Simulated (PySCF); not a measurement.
Input

```
{"job": {"kind": "uv", "xc": "PBE0", "basis": "def2-SVPD", "nstates": 6, "ntriplets": 2}, "charge": -1, "multiplicity": 1}
C      1.460717     0.190836     0.166903
C      0.150730    -0.111971    -0.518558
C     -1.084053     0.654760    -0.084488
C     -0.998515    -0.864533     0.181976
O     -1.741118    -1.755955    -0.369375
H      1.873571     1.160569    -0.143624
H      1.317888     0.219594     1.247703
H      2.206473    -0.576436    -0.055118
H      0.245028    -0.260192    -1.591591
H     -0.967483     1.354418     0.738750
H     -1.739104     1.016322    -0.868095
H     -0.722935    -1.028097     1.269491
```

Run with:

```sh
OMP_NUM_THREADS=1 python probes_run.py task.json out
```

Geometry: GFN2-xTB.

Level of theory: PySCF, PBE0/def2-SVPD, SCF density, gas phase.

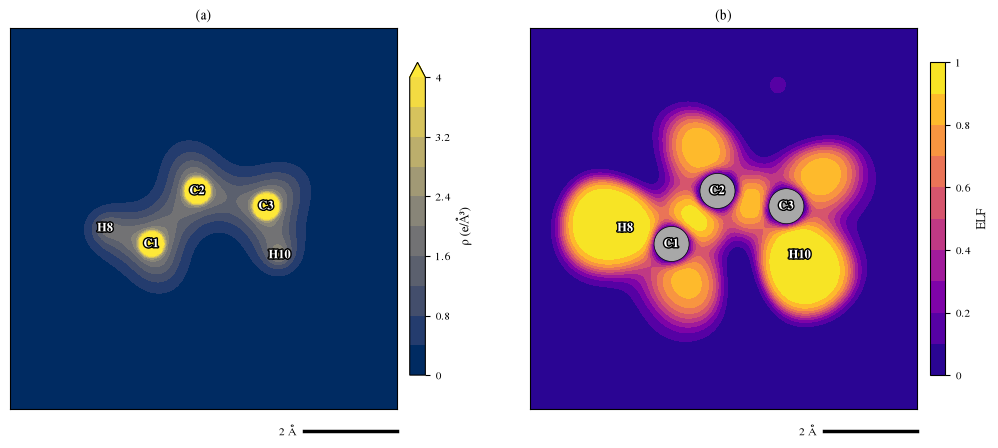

C$_{4}$H$_{7}$O (charge −1). (a) total electron density; (b) ELF on the plane of atoms C2, C3 and H10. Grey discs cover the atomic cores in the ELF map.

**Read the bonding off the picture.**

The section cuts through C and H sites.
C–C (1.51 Å): ρ at the midpoint is about 1.7 e/Å³; the ELF peaks at about 0.95 between the atoms; a shared electron pair.
C–H (1.09 Å): ρ at the midpoint is about 1.9 e/Å³; the ELF climbs to about 1 towards the hydrogen, as it does in any bond to H; an ordinary covalent bond to hydrogen.
